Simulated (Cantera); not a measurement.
Feed: 1 mol NF₃, 0.0095 mol SO₂, equilibrated at 0.000210 bar.

These are equilibrium values from Cantera (NASA tables, ideal gas, pure condensed phases), not measurements of a reactor. Candidate condensed phases: S; 35 gas species. The tables' values for SOF₂, SF₃ are old estimates; treat these amounts as uncertain. Rates play no part.

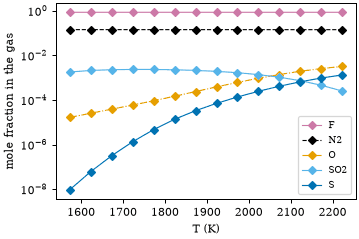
Equilibrium gas composition (values under 1e-9 drawn at 1e-9)

From 1573 K to 2223 K nothing is condensed.
